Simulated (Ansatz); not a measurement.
C3H6SSi (SMILES [SiH3]C#CCS)

Input

```
crystal:
  periodic: [false, false, false]
  atoms:
    - {symbol: C, position_ang: [-1.870685, 0.188224, 0.237195]}
    - {symbol: C, position_ang: [-1.542961, -0.744129, 0.951185]}
    - {symbol: C, position_ang: [-1.175827, -1.845430, 1.818790]}
    - {symbol: S, position_ang: [-0.473141, -1.326959, 3.426808]}
    - {symbol: Si, position_ang: [-2.345803, 1.592118, -0.833922]}
    - {symbol: H, position_ang: [-3.360764, 1.143830, -1.832193]}
    - {symbol: H, position_ang: [-1.145906, 2.109786, -1.554055]}
    - {symbol: H, position_ang: [-2.929075, 2.685350, -0.001962]}
    - {symbol: H, position_ang: [-2.036298, -2.512886, 1.983177]}
    - {symbol: H, position_ang: [-0.384755, -2.453453, 1.351266]}
    - {symbol: H, position_ang: [-1.565507, -0.651796, 3.843738]}
basis:
  gaussian: {orbitals: def2-TZVPD}
hamiltonian: {xc: pbe0}
output: {forces: true, orbitals: {seedname: orbitals}}
```

Command:

```sh
ansatz run input.yaml --threads 2 --pin off --max-ram 5220MiB --events-out events.jsonl --progress --plain --runs-dir runs
```

Geometry: PBE0-D3(BJ)/def2-SVP.

These are results of isolated molecule in a Gaussian basis; Kohn-Sham density functional theory, functional PBE0 in Ansatz, not measurements.

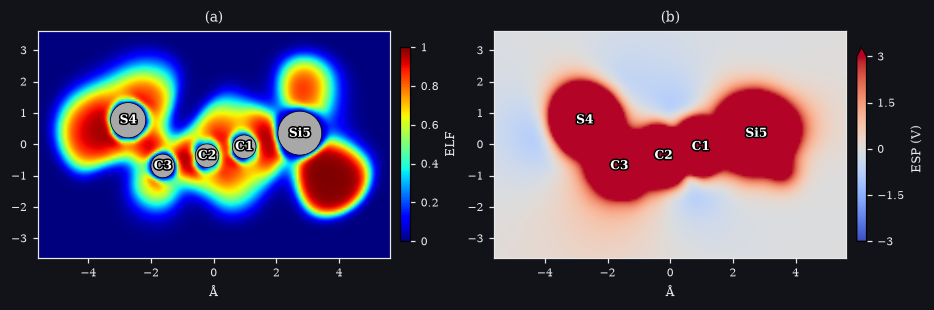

Figure 1. (a) electron localisation function; (b) electrostatic potential on the plane of atoms C2, C3 and S4. Grey discs cover the atomic cores in the ELF map.

Read the bonding off the picture.

- The section cuts through C, S and Si sites.
- C–C (1.22 Å): the ELF peaks at about 0.85 between the atoms: a short, multiple covalent bond.
- C–Si (1.83 Å): the ELF peaks at about 0.95 between the atoms, as expected for a shared electron pair.
- C–S (1.83 Å): the ELF peaks at about 0.90 between the atoms (localised, covalent bonding).
- The ELF also peaks beside S4, away from the bonds: lone-pair regions.
- Outside the dense part of the molecule the potential is most negative (−0.8 V) near C2.

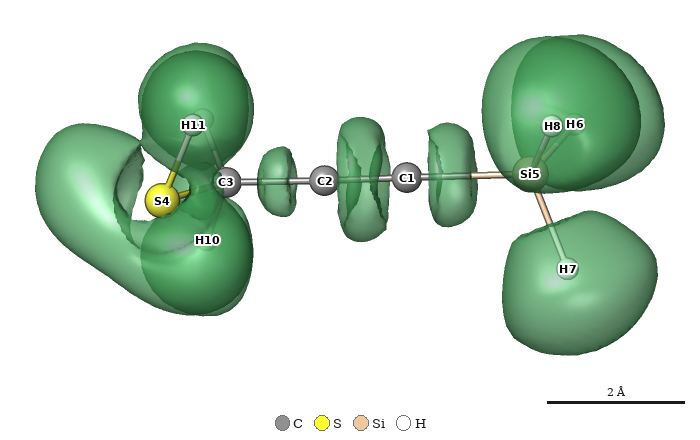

Figure 2. Isosurface of the ELF at 0.8 (green), seen from one side. Core shells and regions of very low density are left out.

Describe the localisation domains.

The surface consists of two regions between bonded C–C atoms (shared pairs), one region between bonded C–S atoms (shared pairs), one region between bonded C–Si atoms (shared pairs), five regions around hydrogen nuclei and one joined region spread over several atoms (H, S), in which their bonds and any lone pairs are merged.

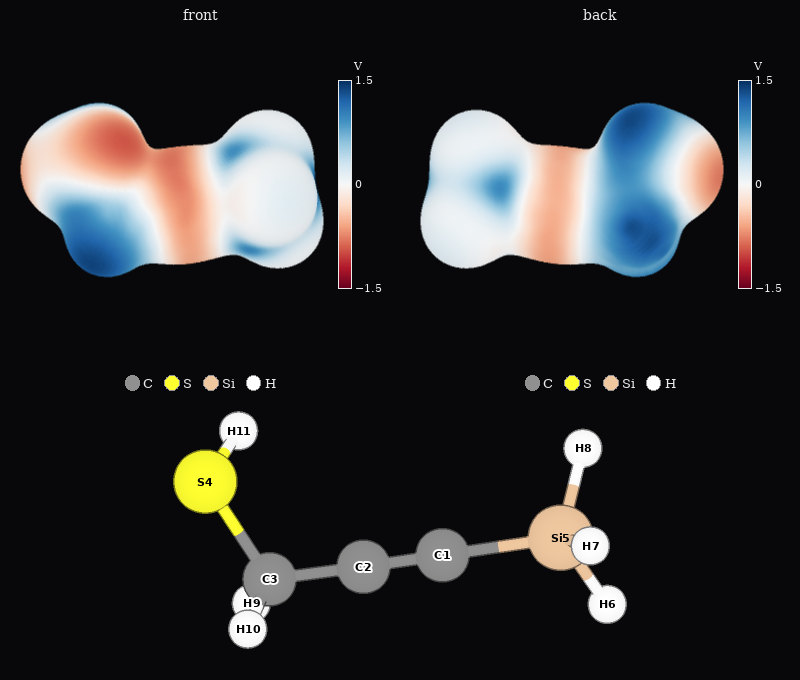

Figure 3. The electrostatic potential painted on the density surface at 0.002 e/bohr³, seen from the front and from behind; red is negative and blue positive. The bare structure is drawn below in the same view.

Which sites attract a positive test charge, and which a negative one?

A positive charge is drawn to the negative regions and a negative charge to the positive ones. The most negative region (about −0.9 V, or −21 kcal/mol for a unit charge) lies over S4, the most positive (about +1.3 V, or +30 kcal/mol for a unit charge) over H9, H10 and H11.

How polar is the molecule by this calculation?

Its dipole moment is 1.05 D.

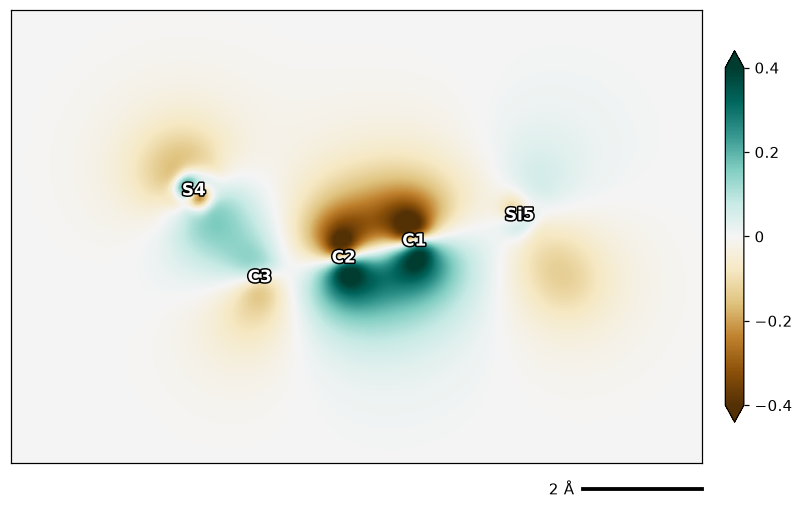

Figure 4. The HOMO−1 on the plane of atoms C2, C3 and S4 (values in Å⁻³ᐟ²; the overall sign is arbitrary).

Where does this orbital lie, and at what energy?

By Hirshfeld shares it lies mainly on C1 (about 35 %) and C2 (about 35 %); π-bonding across C1–C2. Its energy is −7.94 eV.
